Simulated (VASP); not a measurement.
Band structure of LuZn (space group Pm-3m). Calculation: PBEsol GGA, VASP's PBE PAW potentials (set 64) (plane waves; VASP).

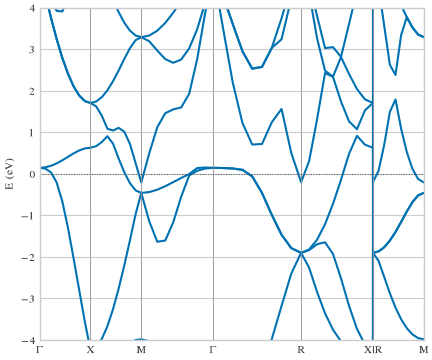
Figure: Bands along high-symmetry lines, zero at the valence-band maximum or, without a gap, the Fermi level

Question: Read the plot: is there a gap, and where are the band edges?

Answer: It has no gap at this level: it comes out as a metal or semimetal.

The structure comes from a measured LuZn entry (Pm-3m) of the Crystallography Open Database, whose conditions weren't checked. The cell was not relaxed at this level. The electron count is odd and the run is not spin-polarised, which forces a metal.
